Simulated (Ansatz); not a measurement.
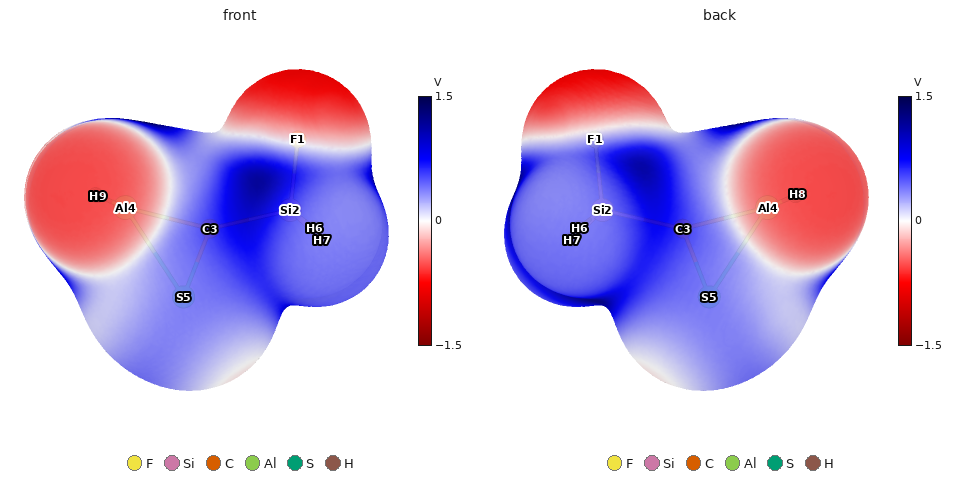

*CH$_{4}$AlFSSi. The electrostatic potential painted on the density surface at 0.001 e/bohr³, seen from the front and from behind; red is negative and blue positive.*

Level of theory: RKS r2SCANh/def2-SVP in Ansatz 0.2.0.

```xyz
9

F    -1.6076   -0.7339    1.8323
Si   -1.2037    0.6136    1.0305
C     0.1702    0.2142   -0.1667
Al    1.3776   -1.0392   -1.1116
S     0.9600    1.3415   -1.0911
H    -2.3843    1.0757    0.2575
H    -0.7407    1.6257    2.0124
H     0.7932   -1.7313   -2.4066
H     2.7240   -1.4126   -0.3738
```

### Describe the electrostatic potential map.

The most negative region (about −0.8 V, or −18 kcal/mol for a unit charge) lies over F1, the most positive (about +1.4 V, or +32 kcal/mol for a unit charge) over Al4.
